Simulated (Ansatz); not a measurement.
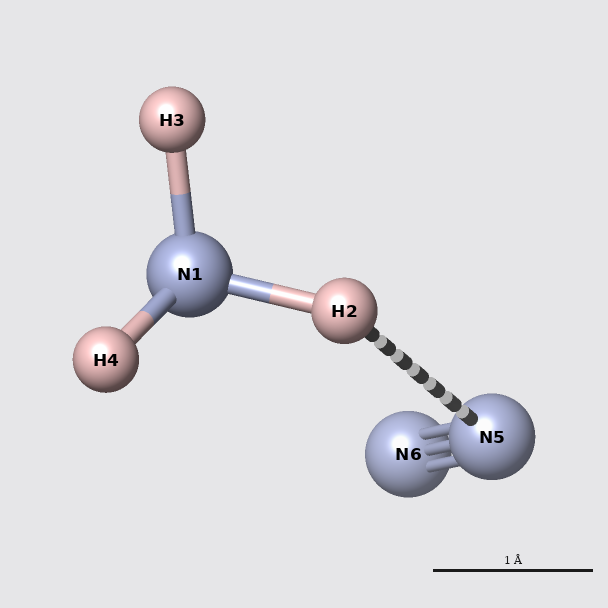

Two molecules or ions; the broken line marks their closest contact (measured against van der Waals radii). Geometry: a pair of rigid molecules at a changed separation. Program: Ansatz 0.2.0.

Which two species are they?

Answer. NH3 and N2 (`N.N#N`).

How long is the contact?

Answer. H2···N5 is 2.55 Å.

Give the counterpoise-corrected interaction energy (kcal/mol, monomers kept as in the pair) with RHF-CCSD(T) (frozen core)/def2-TZVPPD; PBE-D4/def2-TZVPPD; ωB97M-V/def2-TZVPPD.

| level | interaction energy (kcal/mol) |
| --- | --- |
| RHF-CCSD(T) (frozen core)/def2-TZVPPD | −0.1 |
| PBE-D4/def2-TZVPPD | −0.5 |
| ωB97M-V/def2-TZVPPD | −0.2 |
